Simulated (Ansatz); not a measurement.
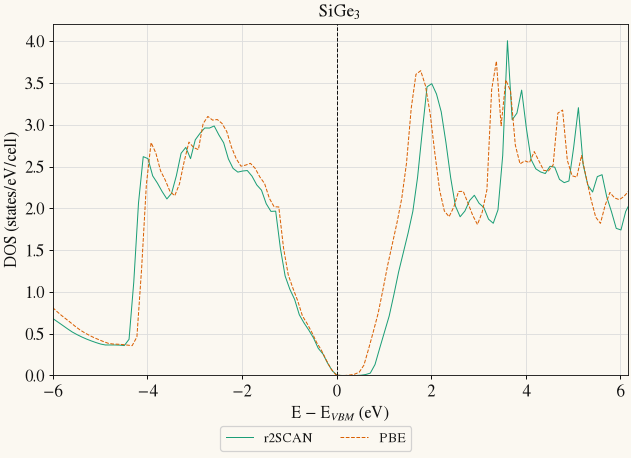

Total densities of states of SiGe3, space group P-4m2 (No. 115), 4 atoms in the cell, by two methods on the same cell. Each is counted from its own valence-band top.

Q: What changes from one method to the other?

A: r2SCAN gives a gap of 0.43 eV and PBE gives a gap of 0.16 eV.

Settings. r2SCAN: DFT r2SCAN, scalar-relativistic, plane waves, PAW, no spin polarisation, 10×10×6 k mesh, 500 eV cutoff, Gaussian smearing of 0.01 eV (Ansatz 0.2.0). PBE: DFT PBE, scalar-relativistic, plane waves, PAW, no spin polarisation, 10×10×6 k mesh, 420 eV cutoff, Gaussian smearing of 0.01 eV (Ansatz).

The structure is an invented one, so it need not be a known or stable phase.
